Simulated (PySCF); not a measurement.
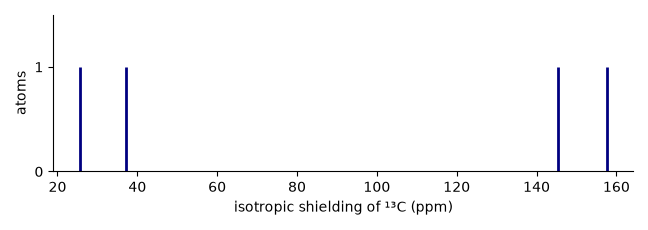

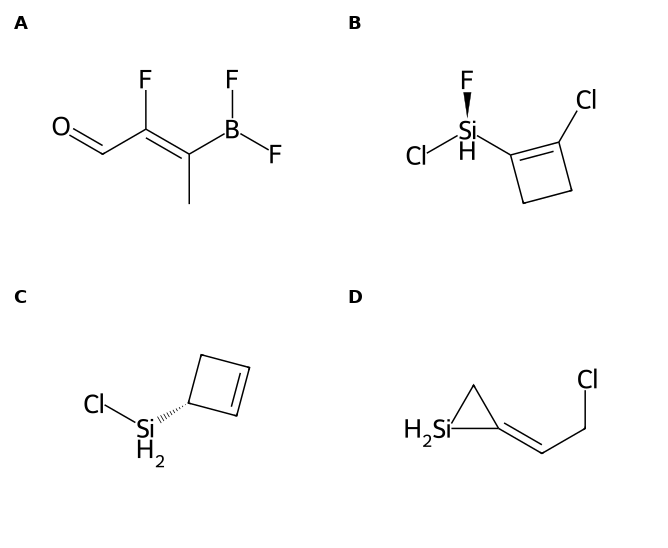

The sticks are computed shieldings of one of the molecules, for one fixed geometry (GFN2-xTB) without averaging over rotations. Low shielding means a high chemical shift. Method: GIAO PBE0/pcSseg-1 NMR shielding, non-relativistic, gas phase (PySCF 2.14.0).

### Which molecule gives this pattern?

B, `F[Si@H](Cl)C1=C(Cl)CC1`. Its 4 C atoms give lines at 25.5, 37.3, 145.4, 157.6 ppm.

The geometry is semi-empirical. Around B, Si such bond lengths and angles can be off by a tenth of an ångström or more and by several degrees, and values that hang on the shape move with them.
